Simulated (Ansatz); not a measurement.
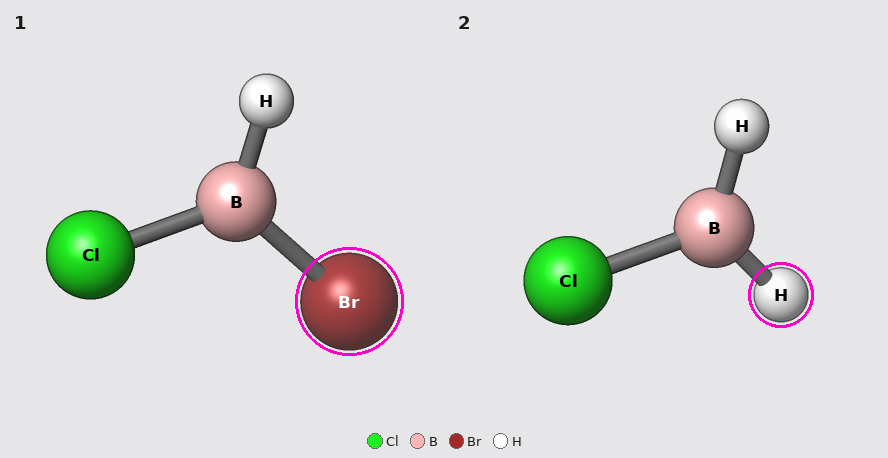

2 molecules with one skeleton, seen from the same side and at one scale; the atom that differs is circled. Each species is neutral and a spin singlet. Computed geometries: PBE0-D4/def2-TZVP optimisations, one conformation each. Properties computed with Ansatz 0.2.0.

One atom differs, called X below: Br in panel 1, H in panel 2. Their formulas are BBrClH (`ClBBr`), BClH2 (`BCl`).

**In which is the angle X–B–H larger (PBE0-D4/def2-TZVP)?**

In panel 2 (X = H).

**In which is the length of X–B larger (PBE0-D4/def2-TZVP)?**

In panel 1 (X = Br).

Give the values. With PBE0-D4/def2-TZVP: length of X–B (Å), angle X–B–H (°). With PBE0-D4/def2-TZVPP: HOMO energy (Kohn–Sham orbital) (eV), HOMO–LUMO gap (eV), vertical ionisation energy (eV). With B3LYP-D4/def2-TZVPP: dipole moment (D).

```json
{"quantity": "length of X–B (Å)", "1 (Br)": "1.896", "2 (H)": "1.190", "2 − 1": "−0.706"}
{"quantity": "angle X–B–H (°)", "1 (Br)": "119.0", "2 (H)": "123.8", "2 − 1": "+4.8"}
{"quantity": "HOMO energy (Kohn–Sham orbital) (eV)", "1 (Br)": "−8.65", "2 (H)": "−8.65", "2 − 1": "0.00"}
{"quantity": "HOMO–LUMO gap (eV)", "1 (Br)": "6.76", "2 (H)": "6.83", "2 − 1": "+0.07"}
{"quantity": "vertical ionisation energy (eV)", "1 (Br)": "11.09", "2 (H)": "11.31", "2 − 1": "+0.22"}
{"quantity": "dipole moment (D)", "1 (Br)": "0.41", "2 (H)": "0.52", "2 − 1": "+0.11"}
```
